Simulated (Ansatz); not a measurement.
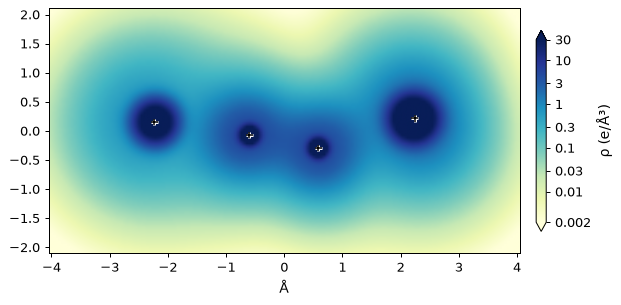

The total electron density on a plane through atoms (crosses mark nuclei in the plane).

Method: Ansatz 0.2.0, isolated molecule in a Gaussian basis; Kohn-Sham density functional theory, functional PBE0.

Candidates:
A. FH2NPZn (SMILES F/P=[NH+]/[ZnH]) (charge +1)
B. C3H4AlF (SMILES C#[C][Al]([CH3])[F])
C. N2SeSi (SMILES [Si]=NN=[Se]) (triplet)

Which candidate gave the map?

Answer. Candidate C: N2SeSi on the molecular plane, which holds N, Se and Si. N–N (1.21 Å): ρ at the midpoint is about 3.4 e/Å³. Si–N (1.65 Å): the density is about 1.1 e/Å³ at the midpoint.
